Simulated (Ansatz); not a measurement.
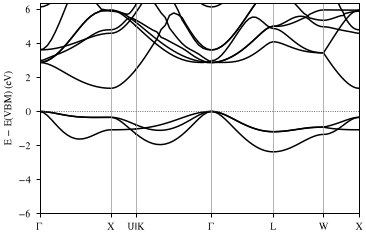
Figure. Band structure from plane-wave PAW LDA (Ansatz code)

Task: Read off the gap and where the band edges lie.

Result: About 1.4 eV (1.36 eV by a search for the band edges); maximum at Γ, minimum at X.

The material is BaTe (rock salt, space group No. 225).

Space group Fm-3m (rock salt). The cell was relaxed with LDA under the symmetry of its start; of distortions, only those at the zone centre were tested. Scalar-relativistic: spin–orbit coupling is off unless named, which matters more the heavier the elements.

Potentials: the later of the program's two PAW sets.
